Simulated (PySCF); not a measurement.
Single-point calculation of CH₈N₂Si₂

- system: CH₈N₂Si₂, SMILES C=N[SiH2]N[SiH3]
- method: B2PLYP/6-31+G*, RKS (PySCF 2.14.0)

The geometry comes from this level: PBE0-D4/def2-TZVP.

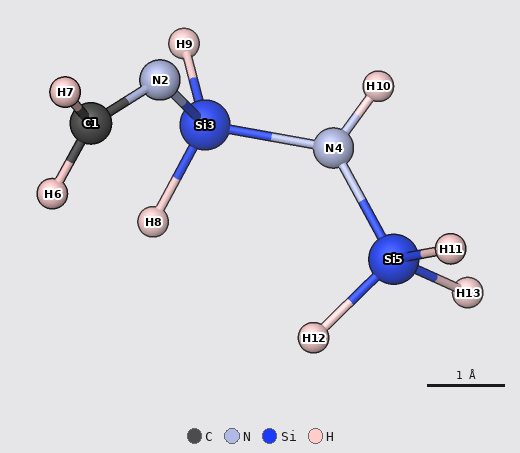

*The structure (ball-and-stick view, seen at a tilt; atoms are numbered from 1 in the order of the input).*

Bond lengths as drawn: C–H 1.10 Å, C–N 1.26 Å, H–N 1.01 Å, H–Si 1.48 to 1.49 Å and N–Si 1.72 to 1.75 Å.

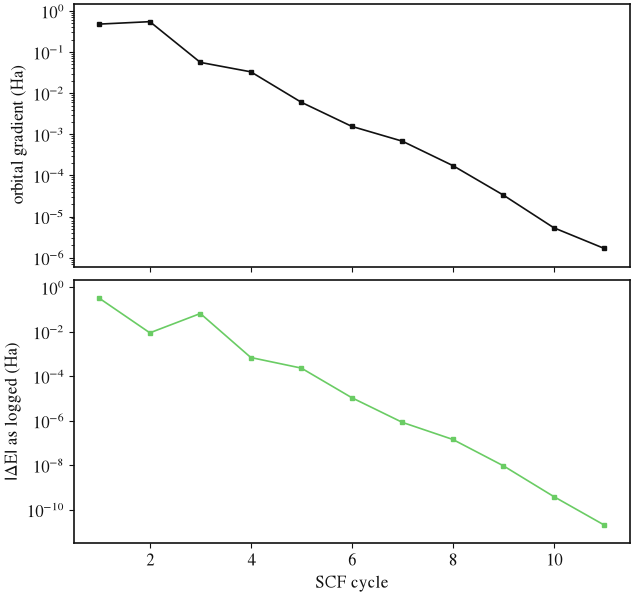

*Convergence of the self-consistent field: orbital gradient and size of the energy change against the SCF cycle.*

The residual falls almost steadily, with no more than small rises.

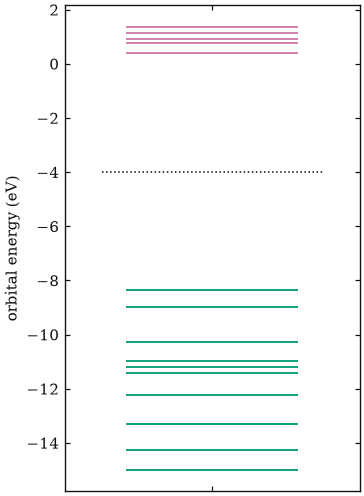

*Orbital energies near the frontier; the dotted line parts filled from empty levels, and levels within 0.02 eV of each other stand side by side.*

Highest filled −8.37 eV, lowest empty 0.40 eV, 8.77 eV apart.

The input and output of the run follow.

The input (job.py):
```python
from pyscf import gto, dft, mp

system = gto.Mole()
system.atom = '''
C     -3.696493    -1.939237     2.658467
N     -3.089135     0.156469     1.718328
Si    -1.699053     0.473943    -1.255534
N      1.168040     1.980811    -1.082057
Si     4.102217     0.629657    -0.621531
H     -3.413223    -3.772271     1.707557
H     -4.565956    -2.039959     4.537043
H     -1.276321    -2.059801    -2.416204
H     -3.471238     2.023708    -2.777142
H      1.088860     3.885466    -0.965083
H      5.204684     1.292573     1.880466
H      3.752618    -2.150130    -0.766095
H      5.933551     1.453199    -2.590248
'''
system.basis = '6-31+g*'
system.unit = 'bohr'
system.spin = 0
system.verbose = 4
system.max_memory = 1860
system.build()

myscf = dft.RKS(system)
myscf.xc = '0.53*HF + 0.47*B88, 0.73*LYP'
myscf.grids.level = 5
myscf.conv_tol = 1e-10
myscf.kernel()
if not myscf.converged:
    myscf = myscf.newton().run(myscf.mo_coeff, myscf.mo_occ)

pt = mp.MP2(myscf, frozen=13).run()
etot = myscf.e_tot + 0.27 * pt.e_corr
print('PT2 part  %.8f' % (0.27 * pt.e_corr))
print('E(%s) = %.9f' % ('B2PLYP', etot))
dip = myscf.dip_moment()
pop, q = myscf.mulliken_pop()
```

Run as:
```bash
OMP_NUM_THREADS=1 python job.py
```

Log:
```
PySCF version 2.14.0

[INPUT] num. atoms = 13
[INPUT] num. electrons = 56
[INPUT] charge = 0
[INPUT] spin (= nelec alpha-beta = 2S) = 0
[INPUT] symmetry False subgroup None
[INPUT] Mole.unit = bohr
[INPUT] Symbol           X                Y                Z      unit          X                Y                Z       unit  Magmom
[INPUT]  1 C     -1.956099855925  -1.026200026973   1.406800152383 AA   -3.696493000000  -1.939237000000   2.658467000000 Bohr   0.0
[INPUT]  2 N     -1.634699843455   0.082799829015   0.909300018486 AA   -3.089135000000   0.156469000000   1.718328000000 Bohr   0.0
[INPUT]  3 Si    -0.899100127745   0.250799834875  -0.664399980335 AA   -1.699053000000   0.473943000000  -1.255534000000 Bohr   0.0
[INPUT]  4 N      0.618100149443   1.048200040340  -0.572599905316 AA    1.168040000000   1.980811000000  -1.082057000000 Bohr   0.0
[INPUT]  5 Si     2.170799750649   0.333200135096  -0.328900041080 AA    4.102217000000   0.629657000000  -0.621531000000 Bohr   0.0
[INPUT]  6 H     -1.806199827388  -1.996199846614   0.903600250747 AA   -3.413223000000  -3.772271000000   1.707557000000 Bohr   0.0
[INPUT]  7 H     -2.416199861263  -1.079499814011   2.400899760564 AA   -4.565956000000  -2.039959000000   4.537043000000 Bohr   0.0
[INPUT]  8 H     -0.675399987019  -1.089999748230  -1.278600093734 AA   -1.276321000000  -2.059801000000  -2.416204000000 Bohr   0.0
[INPUT]  9 H     -1.836900043280   1.070900155156  -1.469600257889 AA   -3.471238000000   2.023708000000  -2.777142000000 Bohr   0.0
[INPUT] 10 H      0.576199897882   2.056100061004  -0.510699930246 AA    1.088860000000   3.885466000000  -0.965083000000 Bohr   0.0
[INPUT] 11 H      2.754200162840   0.684000175050   0.995099753110 AA    5.204684000000   1.292573000000   1.880466000000 Bohr   0.0
[INPUT] 12 H      1.985799926888  -1.137799796515  -0.405400015400 AA    3.752618000000  -2.150130000000  -0.766095000000 Bohr   0.0
[INPUT] 13 H      3.139899969032   0.768999793732  -1.370700212231 AA    5.933551000000   1.453199000000  -2.590248000000 Bohr   0.0

nuclear repulsion = 280.698106931607
number of shells = 60
number of NR pGTOs = 235
number of NR cGTOs = 114
basis = 6-31+g*
ecp = {}

******** <class 'pyscf.dft.rks.RKS'> ********
method = RKS
initial guess = minao
damping factor = 0
level_shift factor = 0
DIIS = <class 'pyscf.scf.diis.CDIIS'>
diis_start_cycle = 1
diis_space = 8
diis_damp = 0
SCF conv_tol = 1e-10
SCF conv_tol_grad = None
SCF max_cycles = 50
direct_scf = True
direct_scf_tol = 1e-13
XC library pyscf.dft.libxc version 7.0.0
    S. Lehtola, C. Steigemann, M. J.T. Oliveira, and M. A.L. Marques.,  SoftwareX 7, 1–5 (2018)
XC functionals = 0.53*HF + 0.47*B88, 0.73*LYP
    A. D. Becke.,  Phys. Rev. A 38, 3098 (1988)
    C. Lee, W. Yang, and R. G. Parr.,  Phys. Rev. B 37, 785 (1988)
    B. Miehlich, A. Savin, H. Stoll, and H. Preuss.,  Chem. Phys. Lett. 157, 200 (1989)
radial grids:
    Treutler-Ahlrichs [JCP 102, 346 (1995); DOI:10.1063/1.469408] (M4) radial grids

becke partition: Becke, JCP 88, 2547 (1988); DOI:10.1063/1.454033
pruning grids: <function nwchem_prune>
grids dens level: 5
symmetrized grids: False
atomic radii adjust function: <function treutler_atomic_radii_adjust>
small_rho_cutoff = 0
Set gradient conv threshold to 1e-05
Initial guess from minao.
tot grids = 402632
init E= -731.027658517701
  HOMO = -0.272863317029602  LUMO = -0.0597596644457297  gap/eV = 5.79885
cycle= 1 E= -730.705270133869  delta_E= 0.322  |g|= 0.479  |ddm|= 3.46
  HOMO = -0.250767684360961  LUMO = 0.0206219643205068  gap/eV = 7.38489
cycle= 2 E= -730.696264055647  delta_E= 0.00901  |g|= 0.549  |ddm|= 1.15
  HOMO = -0.312755362632483  LUMO = 0.0104920083361479  gap/eV = 8.79601
cycle= 3 E= -730.762827120357  delta_E= -0.0666  |g|= 0.0561  |ddm|= 0.636
  HOMO = -0.304940647029748  LUMO = 0.0147091157794867  gap/eV = 8.69811
cycle= 4 E= -730.763526265475  delta_E= -0.000699  |g|= 0.0331  |ddm|= 0.0831
  HOMO = -0.307187346531017  LUMO = 0.0149363538532881  gap/eV = 8.76543
cycle= 5 E= -730.763760455548  delta_E= -0.000234  |g|= 0.00602  |ddm|= 0.0391
  HOMO = -0.307381534189431  LUMO = 0.0148147528259979  gap/eV = 8.76741
cycle= 6 E= -730.763771398212  delta_E= -1.09e-05  |g|= 0.00156  |ddm|= 0.0103
  HOMO = -0.30757438124974  LUMO = 0.0147564913152625  gap/eV = 8.77107
cycle= 7 E= -730.763772248816  delta_E= -8.51e-07  |g|= 0.000682  |ddm|= 0.00337
  HOMO = -0.307563336509821  LUMO = 0.0148107826671771  gap/eV = 8.77225
cycle= 8 E= -730.76377239364  delta_E= -1.45e-07  |g|= 0.000174  |ddm|= 0.00134
  HOMO = -0.307604014271725  LUMO = 0.0147955482103215  gap/eV = 8.77294
cycle= 9 E= -730.763772403158  delta_E= -9.52e-09  |g|= 3.34e-05  |ddm|= 0.000404
  HOMO = -0.307601454307901  LUMO = 0.0147991328962189  gap/eV = 8.77297
cycle= 10 E= -730.76377240355  delta_E= -3.92e-10  |g|= 5.35e-06  |ddm|= 7.37e-05
  HOMO = -0.307602003311916  LUMO = 0.0147988061751216  gap/eV = 8.77297
cycle= 11 E= -730.76377240357  delta_E= -2.05e-11  |g|= 1.68e-06  |ddm|= 1.53e-05
  HOMO = -0.30760206556532  LUMO = 0.0147988223478368  gap/eV = 8.77298
Extra cycle  E= -730.763772403574  delta_E= -3.64e-12  |g|= 1.07e-06  |ddm|= 5.44e-06
converged SCF energy = -730.763772403574

******** <class 'pyscf.mp.mp2.RMP2'> ********
nocc = 15, nmo = 101
frozen orbitals 13
E(RMP2) = -731.518054671285  E_corr = -0.754282267711398
E(SCS-RMP2) = -731.512841809654  E_corr = -0.74906940608013
E_corr(same-spin) = -0.1800799790464
E_corr(oppo-spin) = -0.574202288664997
PT2 part  -0.20365621
E(B2PLYP) = -730.967428616
Dipole moment(X, Y, Z, Debye): -0.06411, -0.70492,  0.06137
 ** Mulliken pop  **
pop of  0 C 1s            1.99738
pop of  0 C 2s            0.69732
pop of  0 C 3s            0.57698
pop of  0 C 4s            0.09698
pop of  0 C 2px           0.51977
pop of  0 C 2py           0.75148
pop of  0 C 2pz           0.70052
pop of  0 C 3px           0.30794
pop of  0 C 3py           0.19430
pop of  0 C 3pz           0.31451
pop of  0 C 4px           0.02419
pop of  0 C 4py           0.01455
pop of  0 C 4pz           0.02648
pop of  0 C 3dxy          0.00906
pop of  0 C 3dyz          0.01798
pop of  0 C 3dz^2         0.01547
pop of  0 C 3dxz          0.00734
pop of  0 C 3dx2-y2       0.01448
pop of  1 N 1s            1.99759
pop of  1 N 2s            0.79897
pop of  1 N 3s            0.87609
pop of  1 N 4s           -0.05517
pop of  1 N 2px           0.65992
pop of  1 N 2py           0.90693
pop of  1 N 2pz           0.84031
pop of  1 N 3px           0.45603
pop of  1 N 3py           0.44904
pop of  1 N 3pz           0.42146
pop of  1 N 4px           0.03543
pop of  1 N 4py          -0.00192
pop of  1 N 4pz           0.02277
pop of  1 N 3dxy          0.00878
pop of  1 N 3dyz          0.00627
pop of  1 N 3dz^2         0.00520
pop of  1 N 3dxz          0.00217
pop of  1 N 3dx2-y2       0.00610
pop of  2 Si 1s           1.99961
pop of  2 Si 2s           1.99804
pop of  2 Si 3s           0.92548
pop of  2 Si 4s           0.00012
pop of  2 Si 5s           0.06333
pop of  2 Si 2px          1.98867
pop of  2 Si 2py          1.98912
pop of  2 Si 2pz          1.98869
pop of  2 Si 3px          0.55264
pop of  2 Si 3py          0.63811
pop of  2 Si 3pz          0.55767
pop of  2 Si 4px          0.00307
pop of  2 Si 4py          0.02387
pop of  2 Si 4pz         -0.05235
pop of  2 Si 5px          0.02174
pop of  2 Si 5py          0.02502
pop of  2 Si 5pz          0.00502
pop of  2 Si 3dxy         0.05629
pop of  2 Si 3dyz         0.05757
pop of  2 Si 3dz^2        0.05239
pop of  2 Si 3dxz         0.07933
pop of  2 Si 3dx2-y2      0.04797
pop of  3 N 1s            1.99732
pop of  3 N 2s            0.75279
pop of  3 N 3s            0.87931
pop of  3 N 4s           -0.11474
pop of  3 N 2px           0.82925
pop of  3 N 2py           0.77467
pop of  3 N 2pz           0.93122
pop of  3 N 3px           0.48717
pop of  3 N 3py           0.50659
pop of  3 N 3pz           0.78642
pop of  3 N 4px           0.10708
pop of  3 N 4py           0.03276
pop of  3 N 4pz           0.10943
pop of  3 N 3dxy          0.00145
pop of  3 N 3dyz          0.00043
pop of  3 N 3dz^2         0.00315
pop of  3 N 3dxz          0.00094
pop of  3 N 3dx2-y2       0.00692
pop of  4 Si 1s           1.99964
pop of  4 Si 2s           1.99786
pop of  4 Si 3s           0.94165
pop of  4 Si 4s           0.22014
pop of  4 Si 5s           0.03601
pop of  4 Si 2px          1.98868
pop of  4 Si 2py          1.98906
pop of  4 Si 2pz          1.98939
pop of  4 Si 3px          0.55408
pop of  4 Si 3py          0.62325
pop of  4 Si 3pz          0.65043
pop of  4 Si 4px         -0.02393
pop of  4 Si 4py          0.02312
pop of  4 Si 4pz          0.03964
pop of  4 Si 5px          0.00834
pop of  4 Si 5py          0.02971
pop of  4 Si 5pz          0.04156
pop of  4 Si 3dxy         0.03424
pop of  4 Si 3dyz         0.01304
pop of  4 Si 3dz^2        0.04528
pop of  4 Si 3dxz         0.07732
pop of  4 Si 3dx2-y2      0.05922
pop of  5 H 1s            0.53098
pop of  5 H 2s            0.30571
pop of  6 H 1s            0.53181
pop of  6 H 2s            0.28666
pop of  7 H 1s            0.51286
pop of  7 H 2s            0.61073
pop of  8 H 1s            0.51311
pop of  8 H 2s            0.61316
pop of  9 H 1s            0.49183
pop of  9 H 2s            0.08913
pop of  10 H 1s           0.51130
pop of  10 H 2s           0.60346
pop of  11 H 1s           0.51177
pop of  11 H 2s           0.59705
pop of  12 H 1s           0.51125
pop of  12 H 2s           0.60526
 ** Mulliken atomic charges  **
charge of    0C =     -0.28673
charge of    1N =     -0.43596
charge of    2Si =      0.97860
charge of    3N =     -1.09216
charge of    4Si =      0.66230
charge of    5H =      0.16331
charge of    6H =      0.18153
charge of    7H =     -0.12359
charge of    8H =     -0.12627
charge of    9H =      0.41904
charge of   10H =     -0.11476
charge of   11H =     -0.10881
charge of   12H =     -0.11651
```

Key numbers:

- outcome: converged
- total energy: −730.967429 hartree
- SCF energy: −730.763772 hartree
- basis functions: 114
- HOMO: −8.37 eV
- LUMO: 0.40 eV
- dipole moment: 0.71 D
- hardware: 1 thread of Arm Neoverse V2, 24 GiB of memory available, shared host
- wall time: 41 s
- peak memory: 0.63 GiB
